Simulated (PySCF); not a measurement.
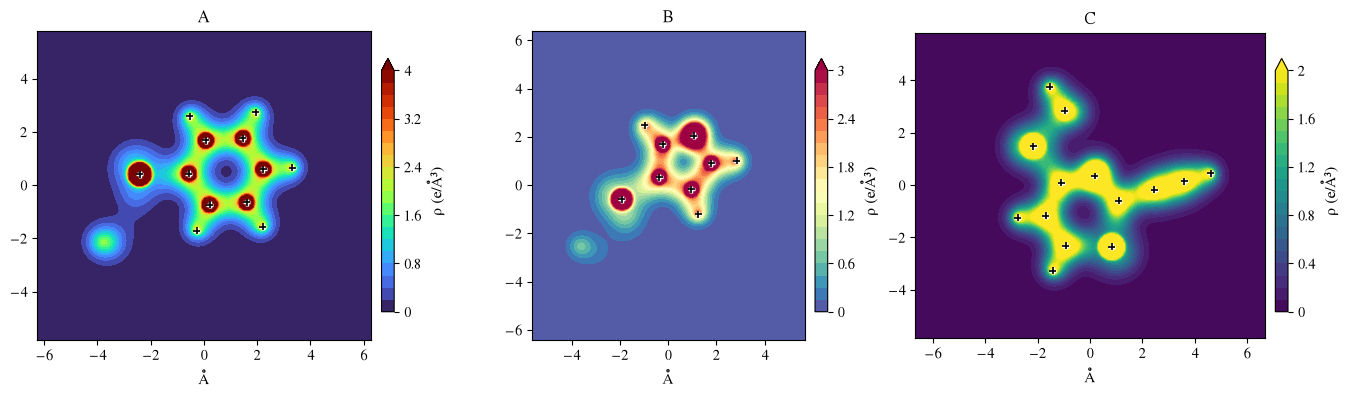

The electron density of 3 systems, each on a plane through atoms (crosses mark nuclei in the plane).

Method: PySCF 2.14.0, PBE0/pcSseg-1, SCF density, gas phase, non-relativistic.

System 1: C$_{12}$H$_{11}$P (Diphenylphosphane), the plane of atoms C6, C7 and H18. Geometry: PBE0-D3(BJ)/def2-SVP.

```xyz
24

C    -3.5472   -0.6271   -1.3380
C    -2.6092    0.3121   -1.7685
C    -1.5551    0.6820   -0.9383
C    -1.4122    0.1057    0.3324
P    -0.0672    0.6927    1.4356
C     1.4226    0.2934    0.4239
C     1.5320   -0.8697   -0.3512
C     2.6851   -1.1190   -1.0889
C     3.7436   -0.2082   -1.0644
C     3.6433    0.9531   -0.3026
C     2.4854    1.2032    0.4354
C    -2.3581   -0.8365    0.7545
C    -3.4202   -1.1983   -0.0737
H    -4.3759   -0.9138   -1.9898
H    -2.7020    0.7638   -2.7592
H    -0.8265    1.4208   -1.2844
H    -0.0485   -0.4606    2.2783
H     0.7013   -1.5798   -0.3807
H     2.7608   -2.0297   -1.6884
H     4.6476   -0.4055   -1.6457
H     4.4666    1.6715   -0.2846
H     2.4020    2.1180    1.0287
H    -2.2619   -1.3004    1.7401
H    -4.1476   -1.9378    0.2704
```

System 2: C$_{7}$H$_{6}$NPS (SMILES C#Cc1nc(SC)ccp1), the plane of atoms C5, C8 and H15. Geometry: GFN2-xTB.

```xyz
16

C    -2.5263   -2.5729    0.4465
C    -1.9774   -1.5085    0.3437
C    -1.3580   -0.2409    0.2266
N    -0.0558   -0.2448    0.0098
C     0.6442    0.8602   -0.1190
S     2.3668    0.6664   -0.4034
C     2.5022   -1.1398   -0.4015
C     0.1332    2.1616   -0.0476
C    -1.2003    2.3959    0.1713
P    -2.4161    1.1622    0.3868
H    -3.0033   -3.5035    0.5354
H     3.5480   -1.3708   -0.5754
H     1.8787   -1.5430   -1.1930
H     2.1761   -1.5188    0.5617
H     0.8245    2.9832   -0.1712
H    -1.5442    3.4224    0.2181
```

System 3: C$_{7}$H$_{9}$OPSi (SMILES C=C/C([SiH3])=P/c1ccoc1), the plane of atoms C6, C7 and H17. Geometry: GFN2-xTB.

```yaml
atoms:
  - { symbol: C, position_ang: [3.5824, -0.5323, -0.2569] }
  - { symbol: C, position_ang: [2.4239, -1.1290, -0.5355] }
  - { symbol: C, position_ang: [1.1164, -0.5238, -0.4273] }
  - { symbol: Si, position_ang: [0.9817, 1.3573, -0.2439] }
  - { symbol: P, position_ang: [-0.1611, -1.6380, -0.5881] }
  - { symbol: C, position_ang: [-1.6404, -0.6714, -0.2043] }
  - { symbol: C, position_ang: [-1.9051, 0.1159, 0.9565] }
  - { symbol: C, position_ang: [-3.1919, 0.5298, 0.8419] }
  - { symbol: O, position_ang: [-3.7492, 0.0571, -0.2870] }
  - { symbol: C, position_ang: [-2.8155, -0.6787, -0.9057] }
  - { symbol: H, position_ang: [4.5187, -1.0586, -0.3357] }
  - { symbol: H, position_ang: [3.6327, 0.4908, 0.0751] }
  - { symbol: H, position_ang: [2.4377, -2.1739, -0.8321] }
  - { symbol: H, position_ang: [1.9814, 1.9713, -1.1215] }
  - { symbol: H, position_ang: [-0.3367, 1.8266, -0.6704] }
  - { symbol: H, position_ang: [1.2239, 1.7402, 1.1518] }
  - { symbol: H, position_ang: [-1.2204, 0.3273, 1.7521] }
  - { symbol: H, position_ang: [-3.8060, 1.1410, 1.4734] }
  - { symbol: H, position_ang: [-3.0823, -1.1426, -1.8348] }
```

Q: Match each panel to its system.

A: Panel A is system 1, C$_{12}$H$_{11}$P: the plane holds P, C and H. C–C (1.39 Å): ρ at the midpoint is about 2.1 e/Å³. Panel B is system 3, C$_{7}$H$_{9}$OPSi: the plane holds P, C, O and H. C–C (1.36 Å): ρ at the midpoint is about 2.2 e/Å³. Panel C is system 2, C$_{7}$H$_{6}$NPS: the plane holds C, N, S, P and H. C–C (1.20 Å): ρ is about 2.7 e/Å³ halfway.
